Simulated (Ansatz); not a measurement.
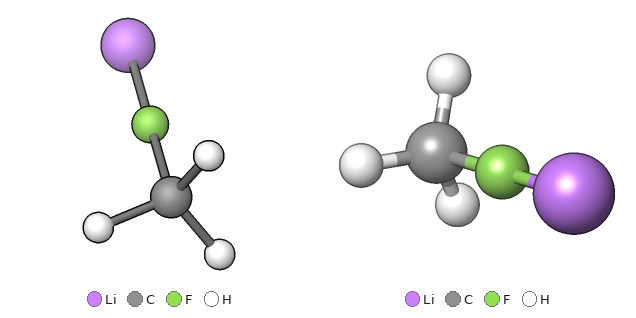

Simulated data, not a measurement (program: Ansatz).

Two views of one molecule.

Charge +1, singlet. Geometry: a pair of rigid molecules at a changed separation.

Question: Give the formula.

Answer: CH3FLi(+), 6 atoms: 1 carbon, 3 hydrogen, 1 fluorine and 1 lithium.

Question: Count the bonded pairs by element.

Answer: 3 C–H, 1 C–F, 1 F–Li. Sticks follow a distance rule.
